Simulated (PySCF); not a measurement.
C2H11FO2Si3

Input

```
{"job": {"kind": "nmr", "xc": "PBE0", "basis": "pcSseg-1"}, "charge": 0, "multiplicity": 1}
C     -2.948921    -0.338698     0.247432
Si    -1.148093    -0.840478     0.624883
O     -0.646429    -1.974821    -0.441214
Si     0.349238     0.856403     0.307083
C      0.287902     1.959395    -1.238808
F      0.206761     1.870952     1.568065
O      1.871499     0.327412     0.482994
Si     3.120576    -0.681868     0.278058
H     -3.300532     0.427156     0.930809
H     -3.625022    -1.185467     0.334959
H     -3.050971     0.053218    -0.761673
H     -1.172411    -1.453026     1.970635
H     -1.135925    -2.777053    -0.605976
H      1.033099     2.748668    -1.172106
H     -0.683330     2.432835    -1.349973
H      0.486182     1.393420    -2.144227
H      3.446879    -0.700888    -1.148919
H      4.191305    -0.102785     1.084993
H      2.708391    -2.005126     0.743404
```

Run with:

```sh
OMP_NUM_THREADS=1 python probes_run.py task.json out
```

Geometry: GFN2-xTB.

All numbers below come from PBE0/pcSseg-1, SCF density, gas phase, non-relativistic in PySCF.

**What can the converged electron density and electron localisation function tell about the bonding?**

Si–O (1.62 Å): the density is about 1.1 e/Å³ at the midpoint; the ELF peaks at about 0.85 between the atoms, as expected for a polar covalent bond.
C–Si (1.91 Å): ρ at the midpoint is about 0.91 e/Å³; the ELF peaks at about 0.95 between the atoms; a covalent bond.
Si–Si (2.29 Å): ρ at the midpoint is about 0.75 e/Å³; the ELF peaks at about 1 between the atoms; a shared electron pair.
C–H (1.09 Å): ρ at the midpoint is about 1.9 e/Å³; the ELF climbs to about 1 towards the hydrogen, as it does in any bond to H; a covalent bond by its length.

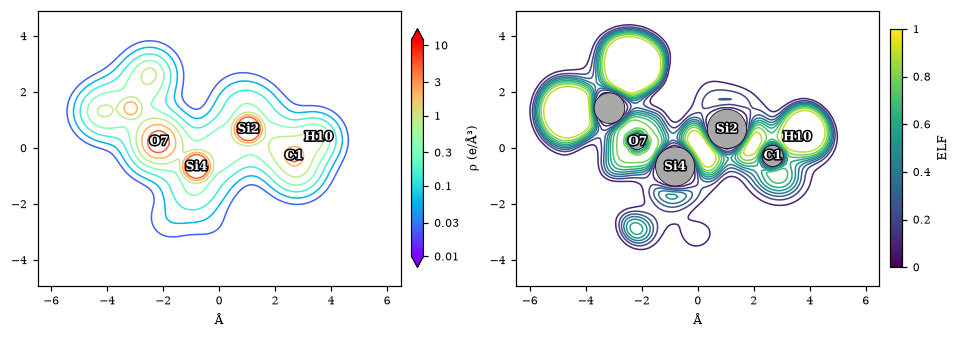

Computed electron density and electron localisation function on the plane of atoms Si2, Si4 and O7, in this order. Grey discs cover the atomic cores in the ELF map. 
